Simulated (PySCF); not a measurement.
Geometry relaxation of BSi2H5Cl2

System: BSi2H5Cl2.
Method: PBE0-D3(BJ)/ma-def2-SVP geometry optimisation, gas phase (PySCF 2.14.0).

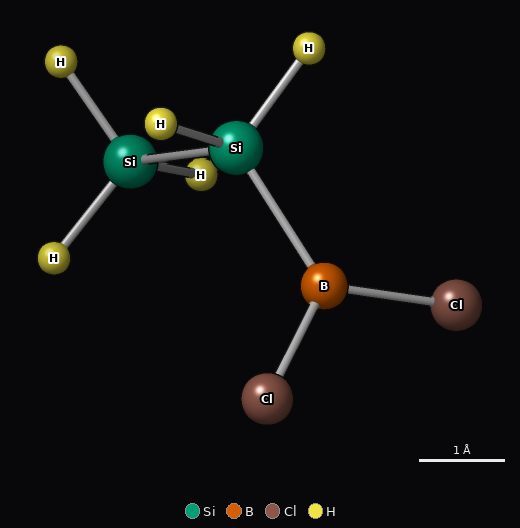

The input geometry (ball-and-stick view, seen at an oblique angle).

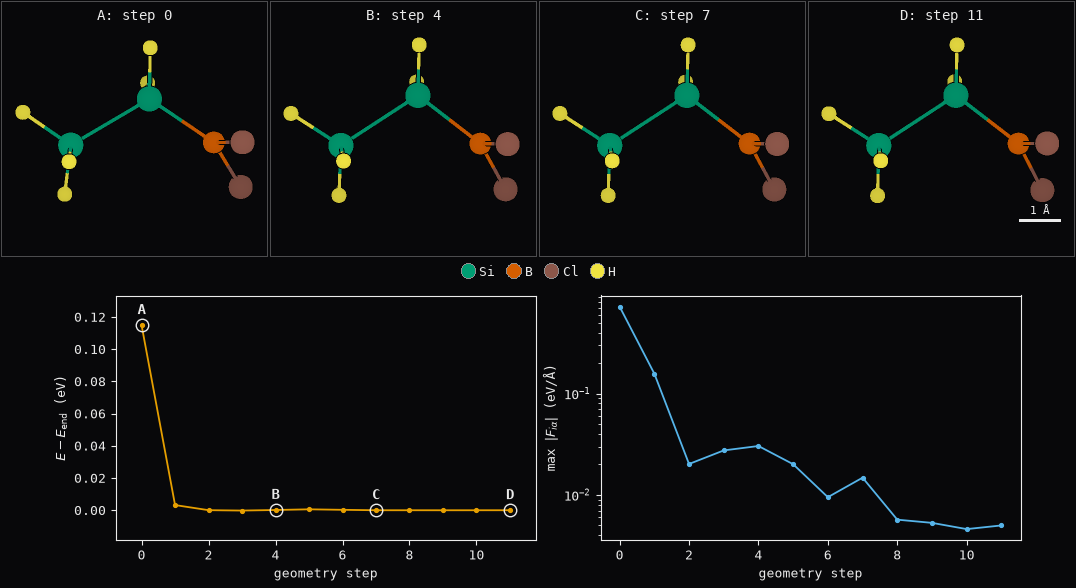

Frames of the relaxation (ball-and-stick view, seen at a tilt) above the curves, on which the letters mark them (steps are counted from 0).

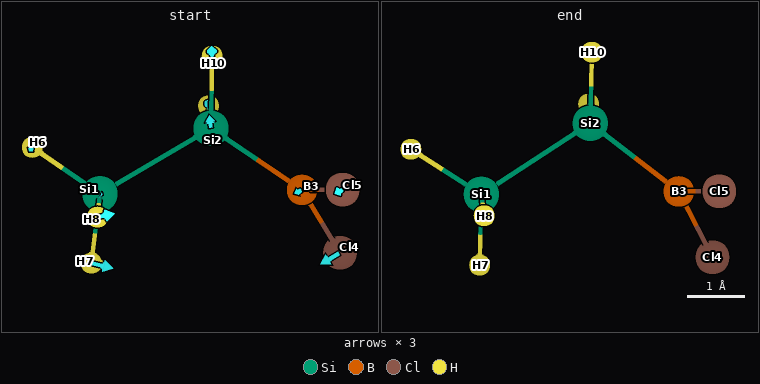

Before (left) and after (right) the relaxation, at one scale (ball-and-stick view, seen at a tilt). The teal arrows give the displacements, magnified 3 times. Over 11 geometry steps the energy falls by 0.115 eV. Largest force component: 0.72 eV/Å at the start, 0.005 eV/Å at the end. The largest moves after the best rigid fit, 0.15 Å, are those of Cl4 and H7. Largest moves by element: Cl 0.15 Å, H 0.15 Å, Si 0.09 Å, B 0.07 Å. Among the contacts that change: Si2–B3 1.974 → 2.014 Å, Si1–H6 1.462 → 1.494 Å, Si1–H7 1.465 → 1.494 Å, B3–Cl4 1.726 → 1.751 Å. Among the angles that change: Si1–Si2–B3 111.4° → 105.2°, H9–Si2–H10 104.4° → 110.1°, Si2–Si1–H7 112.0° → 109.4°. (Atoms are counted from 1 in the order of the input.)

These pictures come from the run below.

**The input**
```
{"job": {"xc": "PBE0", "basis": "ma-def2-SVP", "d3": "d3bj", "grid": 1, "kind": "geom"}, "charge": 0, "multiplicity": 1}
Si    -1.689159    -0.056233     0.111807
Si     0.450456     0.744843    -0.335733
B      1.830203    -0.586850     0.132263
Cl     2.348437    -1.797762    -0.983561
Cl     2.473001    -0.690739     1.731569
H     -2.714079     0.946586    -0.175576
H     -2.010518    -1.240157    -0.689279
H     -1.855205    -0.444932     1.514718
H      0.529848     1.133102    -1.751519
H      0.654782     2.001452     0.400255
```

The first line tells a small driver script what to run in PySCF; the rest is the geometry in Å.

Command:
```bash
OMP_NUM_THREADS=1 python <driver script> task.json out
```

**Log**
```
step   0  E = -1526.25102273  max force = 0.014046
step   1  E = -1526.25512841  max force = 0.003063
step   2  E = -1526.25524499  max force = 0.000393
step   3  E = -1526.25525376  max force = 0.000535
step   4  E = -1526.25524111  max force = 0.000591
step   5  E = -1526.25522536  max force = 0.000390
step   6  E = -1526.25523691  max force = 0.000184
step   7  E = -1526.25524665  max force = 0.000287
step   8  E = -1526.25524664  max force = 0.000110
step   9  E = -1526.25524711  max force = 0.000104
step  10  E = -1526.25524671  max force = 0.000089
step  11  E = -1526.25524629  max force = 0.000098
optimisation converged
```

**Trajectory as extended XYZ (Å, eV, eV/Å), 10 of the 12 frames kept, from step=0 to step=11**
```
10
Properties=species:S:1:pos:R:3:forces:R:3 step=0 energy=-41531.40574
Si   -1.6892   -0.0562    0.1118    0.0763  -0.1103   0.0402
Si    0.4505    0.7448   -0.3357   -0.2359   0.3636  -0.1353
B     1.8302   -0.5868    0.1323   -0.0152  -0.2288   0.0972
Cl    2.3484   -1.7978   -0.9836    0.1567  -0.4116  -0.6179
Cl    2.4730   -0.6907    1.7316    0.2216   0.1230   0.7223
H    -2.7141    0.9466   -0.1756   -0.3283   0.5488  -0.1818
H    -2.0105   -1.2402   -0.6893    0.0111  -0.4720  -0.3952
H    -1.8552   -0.4449    1.5147    0.0876  -0.1109   0.5993
H     0.5299    1.1331   -1.7515   -0.0148  -0.0490  -0.5567
H     0.6548    2.0015    0.4003    0.0408   0.3472   0.4278
10
Properties=species:S:1:pos:R:3:forces:R:3 step=1 energy=-41531.51746
Si   -1.6891   -0.0924    0.1202    0.0307   0.0592  -0.0253
Si    0.4335    0.8091   -0.3595    0.0538  -0.0961   0.0373
B     1.7991   -0.5911    0.1453    0.0546  -0.0031  -0.0033
Cl    2.3161   -1.8016   -1.0190   -0.0385   0.0886   0.1374
Cl    2.4384   -0.6685    1.7809   -0.0593  -0.0257  -0.1575
H    -2.7208    0.9466   -0.1874   -0.0279  -0.0560   0.0201
H    -1.9333   -1.3045   -0.7209    0.0061   0.0215   0.0160
H    -1.7731   -0.4708    1.5645    0.0005   0.0099  -0.0244
H     0.5085    1.1258   -1.8199   -0.0050   0.0097   0.0255
H     0.6315    2.0503    0.4523   -0.0150  -0.0079  -0.0257
10
Properties=species:S:1:pos:R:3:forces:R:3 step=2 energy=-41531.52064
Si   -1.6824   -0.0912    0.1152    0.0035  -0.0069   0.0021
Si    0.4369    0.8138   -0.3619    0.0046   0.0038  -0.0046
B     1.7996   -0.5817    0.1469   -0.0202   0.0001   0.0038
Cl    2.3118   -1.7999   -1.0023    0.0025   0.0069   0.0051
Cl    2.4220   -0.6676    1.7821   -0.0022   0.0026  -0.0082
H    -2.7444    0.9173   -0.1846   -0.0006  -0.0107   0.0016
H    -1.9114   -1.3089   -0.7215    0.0070   0.0059   0.0113
H    -1.7570   -0.4697    1.5596    0.0028   0.0007  -0.0122
H     0.5104    1.1335   -1.8212    0.0031   0.0018   0.0101
H     0.6249    2.0594    0.4445   -0.0004  -0.0041  -0.0091
10
Properties=species:S:1:pos:R:3:forces:R:3 step=4 energy=-41531.52053
Si   -1.6576   -0.1605    0.1172   -0.0020  -0.0053   0.0026
Si    0.4070    0.8542   -0.3753   -0.0264   0.0133  -0.0040
B     1.7946   -0.5053    0.1475    0.0133  -0.0005  -0.0001
Cl    2.3343   -1.7203   -0.9905    0.0093  -0.0176  -0.0268
Cl    2.4038   -0.5770    1.7868    0.0097   0.0081   0.0304
H    -2.7902    0.7680   -0.1766   -0.0074   0.0094  -0.0051
H    -1.8121   -1.3987   -0.7041    0.0039  -0.0092  -0.0100
H    -1.6913   -0.5345    1.5632    0.0002   0.0001   0.0135
H     0.4710    1.1701   -1.8343    0.0013  -0.0042  -0.0125
H     0.5491    2.1086    0.4242   -0.0019   0.0057   0.0120
10
Properties=species:S:1:pos:R:3:forces:R:3 step=5 energy=-41531.52010
Si   -1.6463   -0.2157    0.1196   -0.0021  -0.0008   0.0003
Si    0.3775    0.8750   -0.3789   -0.0176   0.0020   0.0014
B     1.8028   -0.4448    0.1457    0.0169   0.0009  -0.0029
Cl    2.3706   -1.6492   -0.9907    0.0055  -0.0107  -0.0165
Cl    2.4155   -0.4969    1.7847    0.0083   0.0055   0.0201
H    -2.8189    0.6616   -0.1753   -0.0033   0.0085  -0.0047
H    -1.7482   -1.4636   -0.6954    0.0009  -0.0088  -0.0097
H    -1.6595   -0.5839    1.5674   -0.0024  -0.0008   0.0130
H     0.4330    1.1887   -1.8387   -0.0020  -0.0012  -0.0106
H     0.4813    2.1335    0.4200   -0.0044   0.0054   0.0095
10
Properties=species:S:1:pos:R:3:forces:R:3 step=6 energy=-41531.52042
Si   -1.6495   -0.2173    0.1198    0.0006  -0.0047   0.0012
Si    0.3757    0.8719   -0.3771   -0.0072  -0.0017   0.0031
B     1.8081   -0.4428    0.1454    0.0095  -0.0024  -0.0011
Cl    2.3789   -1.6446   -0.9932    0.0017   0.0007  -0.0024
Cl    2.4246   -0.4919    1.7838    0.0036   0.0039   0.0018
H    -2.8192    0.6637   -0.1776    0.0006   0.0030  -0.0031
H    -1.7521   -1.4649   -0.6960   -0.0008  -0.0034  -0.0047
H    -1.6661   -0.5851    1.5681   -0.0028   0.0005   0.0054
H     0.4301    1.1850   -1.8374   -0.0019   0.0014  -0.0036
H     0.4772    2.1305    0.4225   -0.0033   0.0028   0.0033
10
Properties=species:S:1:pos:R:3:forces:R:3 step=7 energy=-41531.52068
Si   -1.6543   -0.2124    0.1190    0.0020  -0.0106   0.0016
Si    0.3778    0.8663   -0.3733    0.0050  -0.0062   0.0032
B     1.8138   -0.4482    0.1460   -0.0043  -0.0024   0.0016
Cl    2.3808   -1.6512   -0.9941   -0.0010   0.0123   0.0092
Cl    2.4365   -0.4948    1.7827   -0.0008   0.0029  -0.0148
H    -2.8148    0.6794   -0.1839    0.0034  -0.0034  -0.0004
H    -1.7634   -1.4588   -0.6988   -0.0011   0.0042   0.0028
H    -1.6802   -0.5800    1.5677   -0.0024   0.0020  -0.0048
H     0.4314    1.1795   -1.8342    0.0000   0.0034   0.0050
H     0.4802    2.1248    0.4274   -0.0008  -0.0022  -0.0036
10
Properties=species:S:1:pos:R:3:forces:R:3 step=9 energy=-41531.52069
Si   -1.6523   -0.2261    0.1147   -0.0011  -0.0050  -0.0020
Si    0.3725    0.8701   -0.3672   -0.0053   0.0014   0.0024
B     1.8169   -0.4354    0.1479    0.0006   0.0018  -0.0015
Cl    2.3782   -1.6421   -0.9903    0.0026   0.0026  -0.0032
Cl    2.4552   -0.4706    1.7781    0.0014   0.0015   0.0040
H    -2.8174    0.6559   -0.1982   -0.0012   0.0002  -0.0006
H    -1.7467   -1.4743   -0.7017    0.0007  -0.0011   0.0003
H    -1.6868   -0.5907    1.5636    0.0007  -0.0004   0.0007
H     0.4254    1.1910   -1.8263    0.0012  -0.0004  -0.0010
H     0.4626    2.1266    0.4375    0.0005  -0.0006   0.0010
10
Properties=species:S:1:pos:R:3:forces:R:3 step=10 energy=-41531.52068
Si   -1.6522   -0.2291    0.1126   -0.0003  -0.0046  -0.0003
Si    0.3712    0.8716   -0.3649   -0.0044   0.0009   0.0004
B     1.8174   -0.4323    0.1490    0.0005   0.0004   0.0005
Cl    2.3752   -1.6408   -0.9891    0.0038   0.0030  -0.0031
Cl    2.4609   -0.4649    1.7772    0.0003   0.0012   0.0024
H    -2.8188    0.6498   -0.2034   -0.0007   0.0000  -0.0004
H    -1.7416   -1.4782   -0.7028    0.0006  -0.0012  -0.0009
H    -1.6889   -0.5929    1.5617    0.0000  -0.0003   0.0010
H     0.4256    1.1942   -1.8236    0.0005   0.0001  -0.0008
H     0.4587    2.1271    0.4415   -0.0003   0.0005   0.0013
10
Properties=species:S:1:pos:R:3:forces:R:3 step=11 energy=-41531.52067
Si   -1.6520   -0.2304    0.1119   -0.0005  -0.0050  -0.0011
Si    0.3705    0.8725   -0.3640   -0.0022  -0.0003   0.0013
B     1.8175   -0.4311    0.1493   -0.0001   0.0007   0.0005
Cl    2.3732   -1.6407   -0.9888    0.0036   0.0047  -0.0017
Cl    2.4634   -0.4626    1.7766   -0.0005   0.0009   0.0009
H    -2.8196    0.6466   -0.2057   -0.0001  -0.0003  -0.0002
H    -1.7385   -1.4799   -0.7032    0.0001  -0.0006  -0.0002
H    -1.6896   -0.5936    1.5612    0.0002  -0.0001   0.0001
H     0.4258    1.1961   -1.8225   -0.0003   0.0001  -0.0001
H     0.4568    2.1275    0.4434   -0.0001   0.0000   0.0004
```

**Key numbers**

```csv
quantity,value
outcome,converged
total energy,−1526.255246 hartree
dipole moment,0.90 D
point group,C1
hardware,"1 CPU thread, shared host"
wall time,70 s
peak memory,0.53 GiB
```
